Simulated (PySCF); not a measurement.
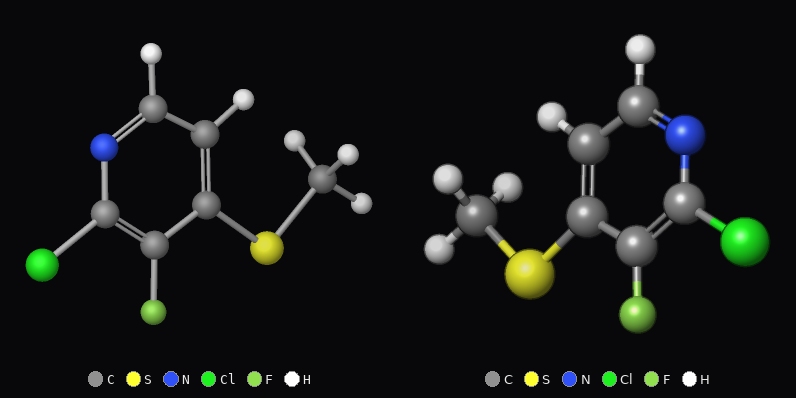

Both panels show the same species.

Which formula does it have?

C₆H₅ClFNS, 15 atoms: 6 carbon, 5 hydrogen, 1 chlorine, 1 fluorine, 1 nitrogen and 1 sulfur.

How many bonds of each kind are drawn?

5 C–H, 4 C–C, 2 C–S, 2 C–N, 1 C–Cl, 1 C–F.

More results for the same structure follow; atom numbers are the same in all pictures, views and colours differ. The geometry was computed by an optimisation with PBE0-D3(BJ)/def2-SVP. No frequency run is at hand to confirm it as a minimum.

### Symmetry

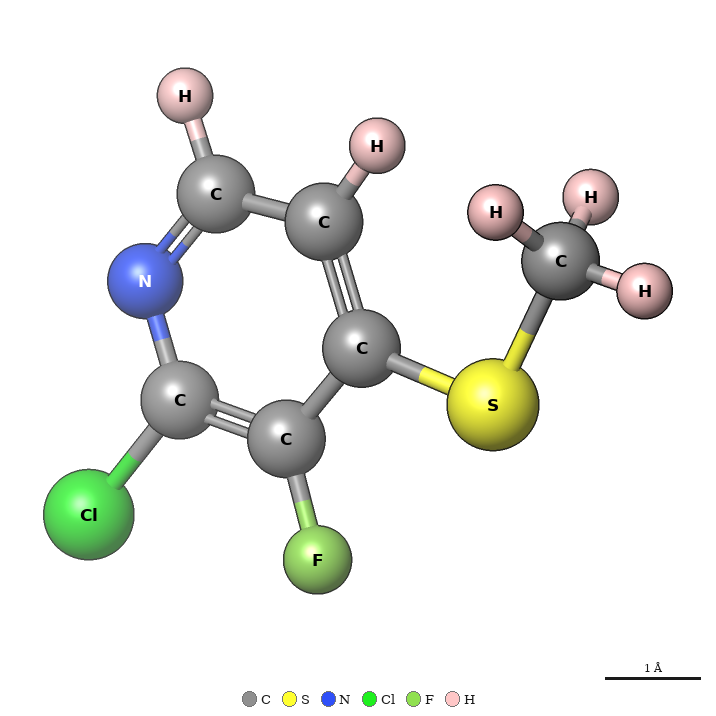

Atoms fade into the background with distance from the viewer. No frequency run is at hand to confirm it as a minimum. Masses are those of the most abundant isotopes; constants are for the rigid equilibrium geometry.

What kind of rotor is it, and what are its rotational constants in MHz?

An asymmetric top (Cs): A = 2062, B = 640, C = 490 MHz. Ray's parameter κ is −0.81, nearer the prolate limit.

### Electronic properties

No frequency run is at hand to confirm it as a minimum. Properties computed with PBE0/def2-SVPD in chloroform (IEF-PCM) (PySCF 2.14.0). Excitations: vertical, linear response.

Give the dipole moment at this level.

6.36 D.

What is the mean static polarisability?

147.7 bohr³.

What is the HOMO–LUMO gap?

5.64 eV.

What is the HOMO energy (Kohn–Sham orbital)?

−6.92 eV.

### Bond orders

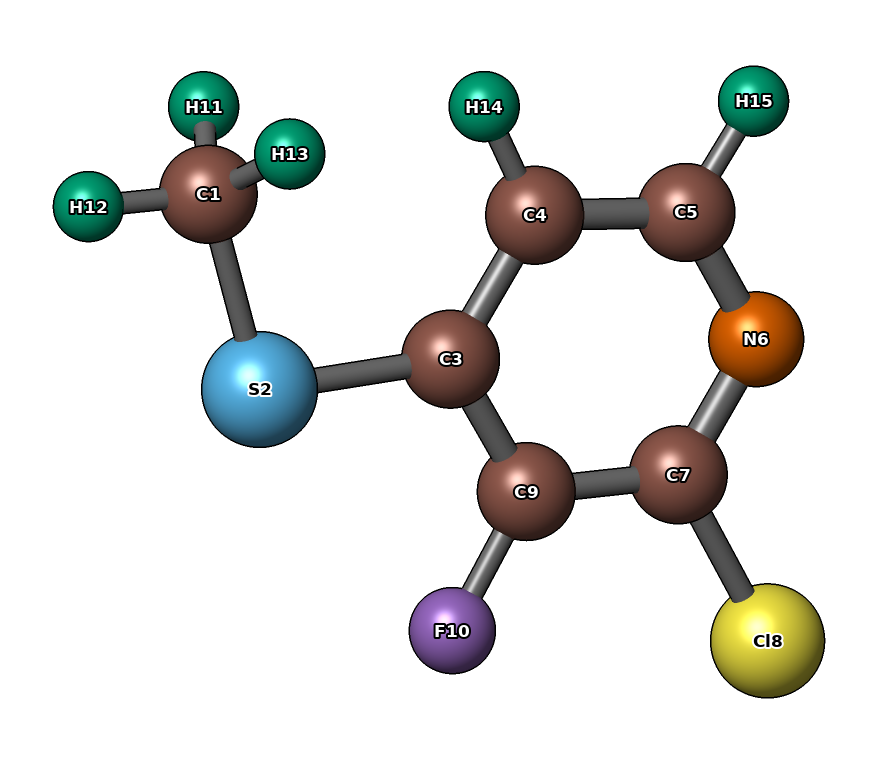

The thickness of each stick grows with its Mayer bond order. No frequency run is at hand to confirm it as a minimum. Level of theory: PBE0/pcSseg-1 in chloroform (IEF-PCM) (PySCF 2.14.0).

List the Mayer bond orders of C1–S2, C1–H12, C1–H11, S2–C3, C3–C4, C3–C9, C4–C5, C4–H14, C5–N6, C5–H15, N6–C7, C7–Cl8, C7–C9, C9–F10 (one bond of each equivalent set).

```tsv
bond	Mayer order	length (Å)
C1–S2	1.00	1.799
C1–H12	0.94	1.099
C1–H11	0.94	1.099
S2–C3	1.13	1.750
C3–C4	1.30	1.402
C3–C9	1.28	1.399
C4–C5	1.44	1.391
C4–H14	0.96	1.090
C5–N6	1.45	1.329
C5–H15	0.96	1.095
N6–C7	1.49	1.315
C7–Cl8	1.09	1.728
C7–C9	1.21	1.395
C9–F10	0.99	1.324
```

### Ring current

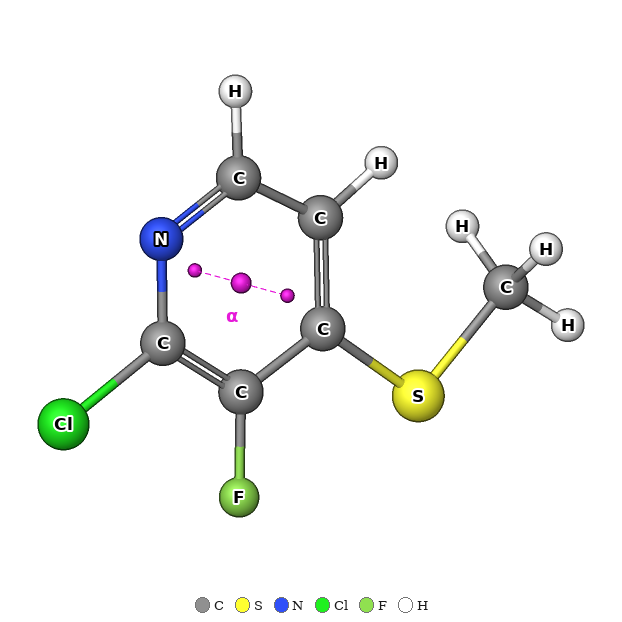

The small points mark where nucleus-independent chemical shifts (NICS) were computed: at the centre of each lettered ring and 1 Å above and below it. No frequency run is at hand to confirm it as a minimum. Level of theory: GIAO PBE0/pcSseg-1 NMR shielding, non-relativistic, IEF-PCM tetrahydrofuran (PySCF 2.14.0).

Give NICS(0), NICS(1) and the out-of-plane component NICS(1)zz for each ring (means of the two sides).

```
ring  members  NICS(0)  NICS(1)  NICS(1)zz
   α      C5N     −8.6    −10.3      −23.3
```

Values in ppm.

What do the values say about the ring currents?

Ring α: diatropic, as in an aromatic ring. NICS is one index among several.
